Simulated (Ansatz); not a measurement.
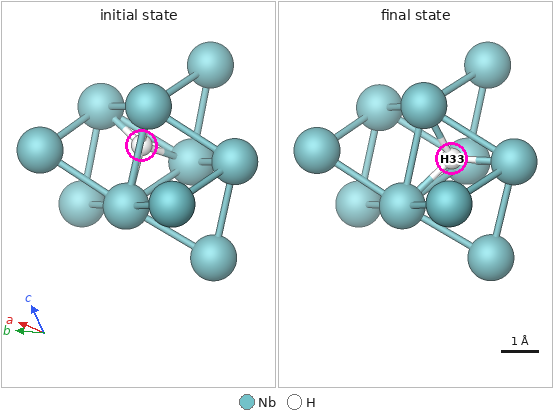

The two relaxed end points of a path for a defect cell of composition Nb₃₂H (33 atoms in the cell). A ball-and-stick model of the atoms within 3.6 Å of the middle of the path, seen from a free direction. The moving atom is ringed, with any periodic copies. Bonds to atoms that aren't drawn are left out.

Computed with DFT LDA, scalar-relativistic, plane waves, PAW in Ansatz 0.2.0.

Set-up: plane-wave cutoff 420 eV; k-point mesh 3 × 3 × 3; Gaussian smearing 0.1 eV; 5 movable images; climbing image.

> What barrier does the band find between them, and by what path?

The two ends have the same energy, and the highest point, image 3, lies 0.158 eV above the start. The H atom travels furthest, 1.15 Å from end to end, along −a, on a path that bends up to 0.09 Å away from the straight line. At the highest image its nearest neighbour (Nb) is 1.83 Å away, against 1.89 Å at the start, and the surrounding atoms stand up to 0.07 Å off the mean of their end positions. The band converged in 4 iterations, with a climbing image at the top.

Energies of the converged images:

```
image  path (Å)  E (eV)
    0      0.00   0.000
    1      0.20   0.034
    2      0.41   0.115
    3      0.61   0.158
    4      0.82   0.115
    5      1.02   0.034
    6      1.22   0.000
```

The geometry at the top of the path:

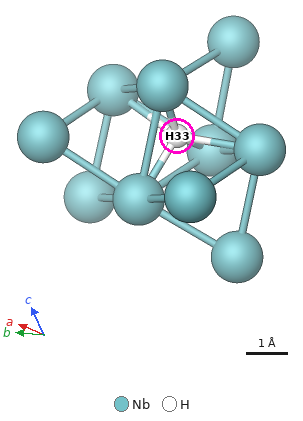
